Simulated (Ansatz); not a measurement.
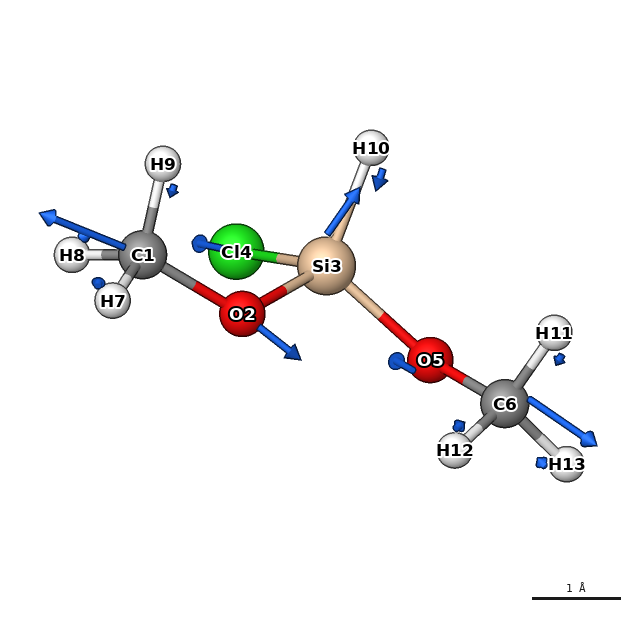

Arrows show the forces on the atoms, 3 Å of arrow for 1 eV/Å; forces under a tenth of the largest aren't drawn. Level of theory: B3LYP-D4/def2-TZVPP (Ansatz 0.2.0).

List the force components in the frame of the picture (x right, y up, z towards the viewer), in eV/Å.

| atom | Fx | Fy | Fz |
| --- | --- | --- | --- |
| C1 | −0.33 | 0.13 | 0.18 |
| O2 | 0.17 | −0.13 | −0.03 |
| Si3 | 0.13 | 0.18 | 0.04 |
| Cl4 | −0.12 | 0.03 | −0.19 |
| O5 | −0.09 | 0.05 | −0.18 |
| C6 | 0.26 | −0.18 | 0.24 |
| H7 | 0.01 | 0.04 | −0.05 |
| H8 | 0.04 | 0.00 | 0.05 |
| H9 | −0.02 | −0.05 | −0.01 |
| H10 | −0.03 | −0.09 | −0.01 |
| H11 | −0.02 | −0.04 | −0.02 |
| H12 | 0.04 | 0.03 | −0.04 |
| H13 | −0.03 | 0.03 | 0.04 |
